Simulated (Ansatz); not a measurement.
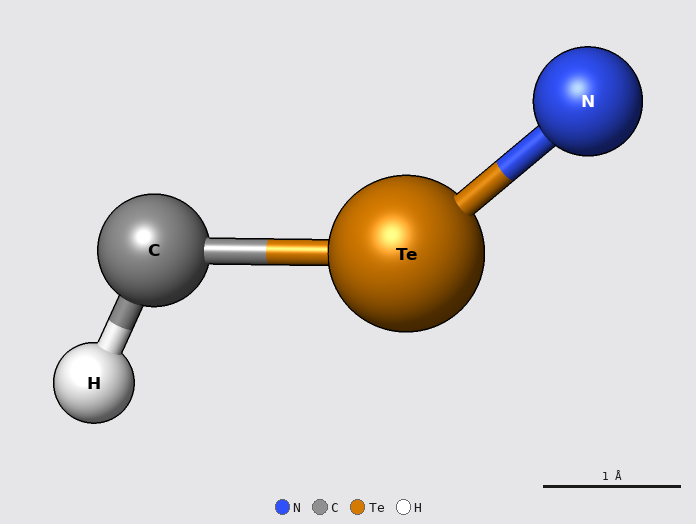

The picture shows a molecular structure as a ball-and-stick model.

The geometry was computed by an optimisation with PBE0-D4/def2-TZVP. No frequency run is at hand to confirm it as a minimum.

What does the picture show?

It has 4 atoms: 1 carbon, 1 hydrogen, 1 nitrogen and 1 tellurium (CHNTe). This geometry has Cs symmetry. All atoms lie on one plane. Coordination: 1 C bent; 1 Te bent.

The parts below concern this one geometry. Atoms keep their numbers from picture to picture.

### Shape

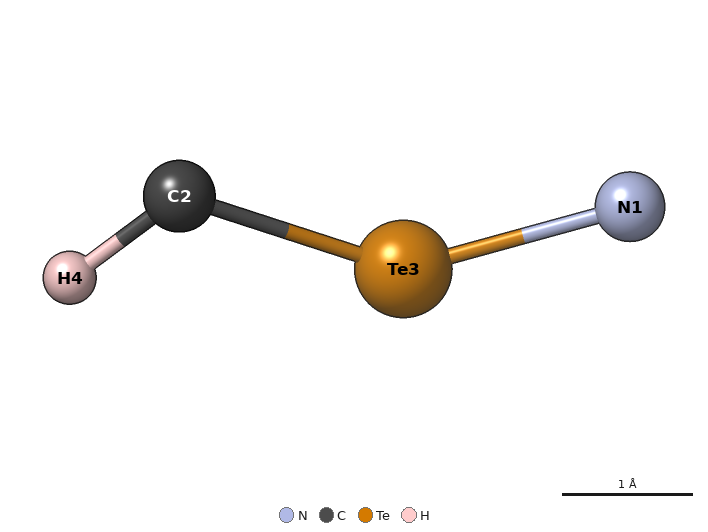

The atoms are numbered. No frequency run is at hand to confirm it as a minimum.

Give the bond lengths.

```
  bond  length (Å)
N1–Te3       1.813
C2–Te3       1.912
 C2–H4       1.098
```

### Dipole moment

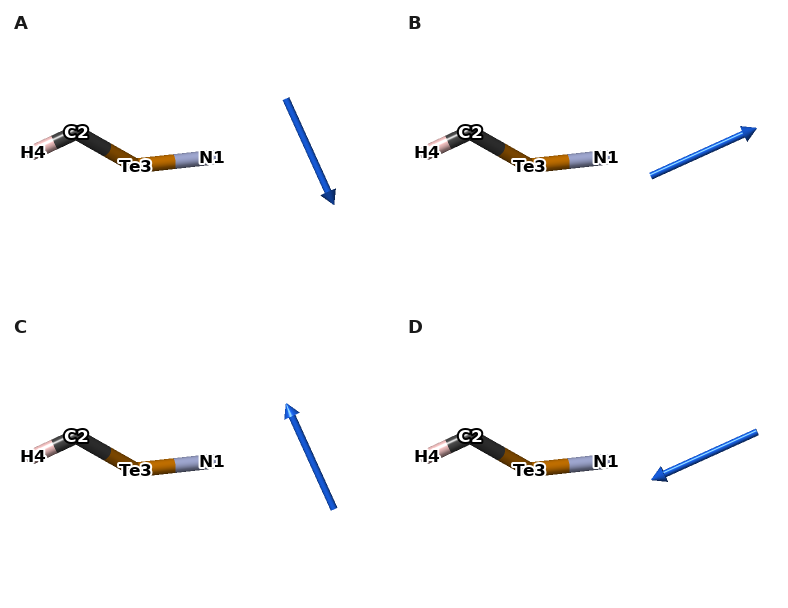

The same molecule four times, each with an arrow. No frequency run is at hand to confirm it as a minimum. Method: RKS PBE0-D4/def2-TZVP, core potentials on Te (Ansatz 0.2.0).

Which arrow points along the dipole moment, from the negative to the positive end?

Answer. D. The dipole moment is 3.25 D; it points from the side of N1 to the side of H4 (the outermost atoms at the two ends).

### Charges

The questions are on Mulliken charges. No frequency run is at hand to confirm it as a minimum. Method: RKS PBE0-D4/def2-TZVP, core potentials on Te (Ansatz 0.2.0).

Which atom carries the highest charge (most positive or least negative)?

Answer. Te3 (0.75 e).

And the lowest?

Answer. N1 (−0.47 e).

Give the Mulliken charges atom by atom.

| atom | value (e) |
| --- | --- |
| N1 | −0.47 |
| C2 | −0.45 |
| Te3 | 0.75 |
| H4 | 0.17 |

### Electronic properties

No frequency run is at hand to confirm it as a minimum. Level of theory: RKS PBE0-D4/def2-TZVPP, core potentials on Te (Ansatz 0.2.0).

Give the HOMO energy (Kohn–Sham orbital) at this level.

Answer. −6.80 eV.

Estimate the LUMO energy (Kohn–Sham orbital).

Answer. −4.24 eV.

Mulliken values depend strongly on the basis set and can even reverse the polarity of a bond.
